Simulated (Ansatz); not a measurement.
Consider SiC in the wurtzite structure (space group P6_3mc, No. 186; a = 3.0564 Å, c = 5.0158 Å). Axes: x lies along a and z along c of the hexagonal cell.

Perturbation: biaxial strain −0.60 %, plane normal [001], relaxed out of plane (Cartesian); in-plane vectors clamped, the third vector and the atoms free.

Calculations: LDA in Ansatz (plane waves to 420 eV, PAW, no spin-orbit coupling).

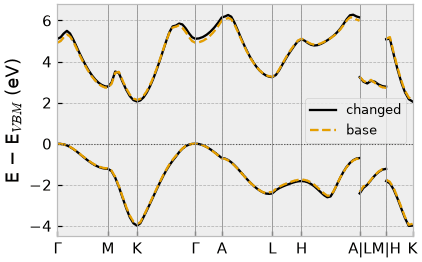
Figure. Highest valence and lowest conduction band along the path, each from its own valence-band maximum

### Question
From the figure, how large is the changed gap, and is it direct?

### Answer
About 2.1 eV, indirect, Γ → K.

Whether these cells are dynamically stable was not tested.

Ansatz is an electronic-structure program.
